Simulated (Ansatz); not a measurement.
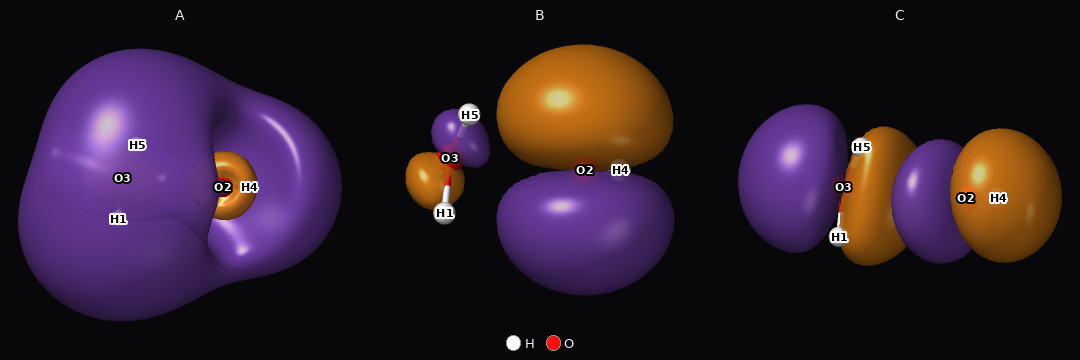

Figure. H2O···OH (doublet). Three frontier orbitals at ±0.06 Å⁻³ᐟ² (orange and purple are the two phases), in no order.

Level of theory: UKS PBE/def2-TZVP (Ansatz).

```yaml
atoms:
  - { symbol: H, position_ang: [-0.1843, -0.0163, 1.2415] }
  - { symbol: O, position_ang: [0.2137, -0.8884, -0.8254] }
  - { symbol: O, position_ang: [-0.1550, 0.8056, 0.7179] }
  - { symbol: H, position_ang: [-0.5618, -0.6133, -1.3603] }
  - { symbol: H, position_ang: [0.6873, 0.7124, 0.2262] }
```

> Which picture is the HOMO−1, the HOMO and the LUMO? All are α orbitals.

C is the HOMO−1 (α) (−7.41 eV). By Hirshfeld shares it lies mainly on O3 (about 55 %) and O2 (about 40 %); largely a combination of lone pairs on O3 and O2. B is the HOMO (α) (−7.10 eV). Its weight (Hirshfeld) is mainly on O2 (about 90 %); largely a lone pair of O2. A is the LUMO (α) (−0.24 eV). It lies mainly on H1 (about 30 %), H5 (about 20 %), H4 (about 20 %), O3 (about 20 %) and O2 (about 10 %).

> What is the gap between the highest occupied and lowest empty α orbitals?

6.86 eV between the orbital energies.
